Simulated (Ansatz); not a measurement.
Input

```
crystal:
  periodic: [false, false, false]
  atoms:
    - {symbol: F, position_ang: [1.351302, 0.305001, -1.808662]}
    - {symbol: C, position_ang: [0.896383, 0.272944, -0.540323]}
    - {symbol: C, position_ang: [-0.226231, 1.286346, -0.279506]}
    - {symbol: F, position_ang: [-0.948081, 1.513631, -1.376043]}
    - {symbol: F, position_ang: [0.231028, 2.463216, 0.149264]}
    - {symbol: O, position_ang: [-1.032809, 0.743412, 0.708163]}
    - {symbol: C, position_ang: [-0.743065, -0.579274, 0.962319]}
    - {symbol: F, position_ang: [-1.866195, -1.278423, 1.008179]}
    - {symbol: F, position_ang: [-0.140296, -0.687972, 2.152079]}
    - {symbol: C, position_ang: [0.216725, -1.039114, -0.168629]}
    - {symbol: F, position_ang: [-0.495466, -1.514664, -1.195939]}
    - {symbol: F, position_ang: [1.063966, -1.986170, 0.242278]}
    - {symbol: H, position_ang: [1.712938, 0.466167, 0.161519]}
basis:
  gaussian: {orbitals: def2-TZVPP}
hamiltonian: {xc: pbe0, dispersion: d4}
output: {orbitals: {seedname: orbitals}}
```

Launched as:

```sh
ansatz run in.yaml --threads 4 --pin off --events-out ev --progress --plain --max-ram 66560MiB --backend cuda --devices 0, --max-vram 37GiB
```

Geometry: PBE0-D4/def2-TZVP.

The calculation used RKS PBE0-D4/def2-TZVPP in Ansatz.

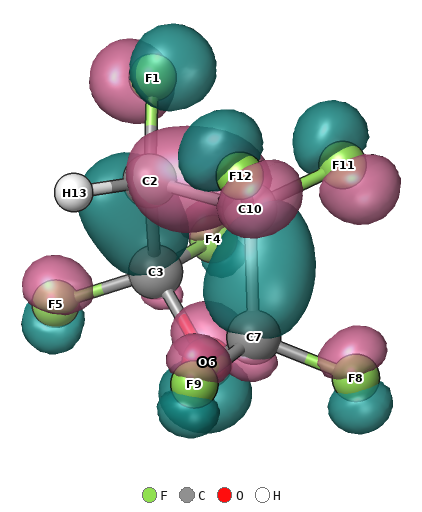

C4HF7O. The HOMO at ±0.15 Å⁻³ᐟ² (teal and pink are the two phases), seen at an oblique angle.

> Where does this orbital lie, and at what energy?

Its weight (Hirshfeld) is mainly on C10 (about 15 %), C2 (about 15 %), F1 (about 15 %), F12 (about 10 %), F11 (about 10 %) and O6 (about 10 %). Its energy is −10.21 eV.
